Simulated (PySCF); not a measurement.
Ga(I)(Me)2, SMILES [CH3][Ga]([CH3])[I] at its PBE0/def2-SVP optimised geometry (Å):

```
10

Ga    -0.2201    -0.1017     0.0000
I     -1.3229    -2.3749     0.0104
C      1.7400    -0.1017     0.0000
H      2.1077     0.3274     0.9464
H      2.1198     0.5305    -0.8184
H      2.1456    -1.1163    -0.1088
C     -1.4733     1.4058     0.0000
H     -0.9540     2.3749     0.0290
H     -2.1456     1.3308     0.8685
H     -2.1013     1.3631    -0.9035
```

Calculation: PBE0/def2-TZVP, def2 effective core potentials past Kr in PySCF 2.14.0. The core electrons that the potentials of I replace are not part of the density.

Map of the HOMO−1 amplitude (bohr^(-3/2)) on the plane z = 1.0 Å; orbital energy -7.46 eV, overall sign arbitrary:

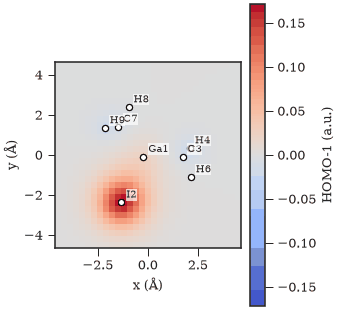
*HOMO−1 amplitude (bohr^(-3/2)) on the plane z = 1.0 Å.*
